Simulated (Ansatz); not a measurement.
fcc Au was calculated with HSE06 in Ansatz (PAW).

Settings: plane-wave cutoff 460 eV, 14×14×14 k mesh, Fermi–Dirac smearing 0.05 eV, scalar-relativistic PAW data made under PBE.

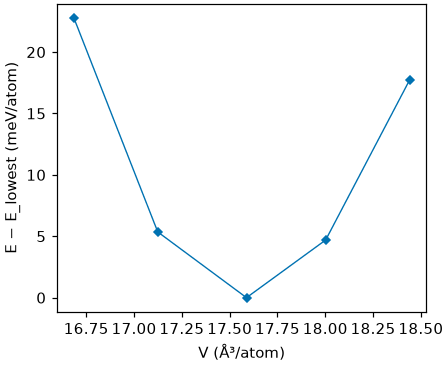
Figure: Total energy against volume

Problem. From the curve, estimate the equilibrium volume and the bulk modulus.

Solution. V0 ≈ 17.6 Å³/atom and B0 ≈ 150 GPa; the fit gives V0 = 17.564 Å³/atom, B0 = 146 GPa, B′ = 6.4.

Measured, for comparison: bulk modulus 182 GPa (0 K value with the zero-point phonon effect removed, sources range from 175 to 182; as tabulated in Mejia-Rodriguez and Trickey (2018), arXiv:1807.09216); equilibrium volume per atom 16.76 Å³/atom (static lattice: zero-point anharmonic expansion removed; as tabulated in Mejia-Rodriguez and Trickey (2018), arXiv:1807.09216). Computed less measured: bulk modulus -20 % (-17 % to -20 % over the range), equilibrium volume per atom +4.8 %.

Spin–orbit coupling is not included; it can shift volumes and moduli of such heavy elements.

Static lattice: no zero-point or thermal effects.

Ansatz is a program for electronic structure.
